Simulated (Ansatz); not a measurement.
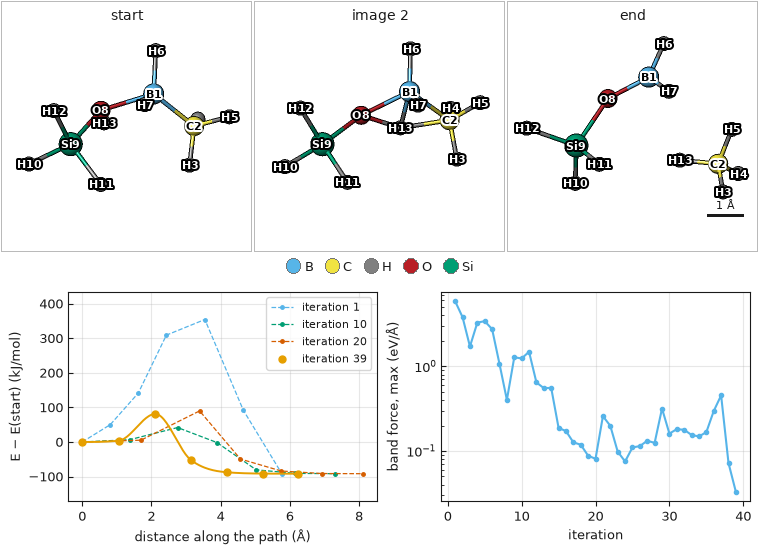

NEB run on CH$_{9}$BOSi. Images are numbered from 0 (start) to 6 (end). The plot follows the band through its iterations. A ball-and-stick model, seen from a free direction.

The calculation used Ansatz, RKS PBE/def2-SVP. Set-up: 5 movable images; climbing image; force threshold 0.05 eV/Å; iteration limit 60; starting path through a guess of the saddle point.

Q: Judge this run.

A: The result is final at these settings. The band converged in 39 iterations. The largest component of the band force went from 5.9 to 0.033 eV/Å. The climbing image converged on the top of the path. Its vibrational analysis gives one imaginary mode (1157i cm⁻¹), as a transition state must have. The first iteration put the highest image at 354.3 kJ/mol. Forward barrier 81.1 kJ/mol, backward barrier 172.7 kJ/mol, with image 2 at the top; the reaction energy is −91.7 kJ/mol.
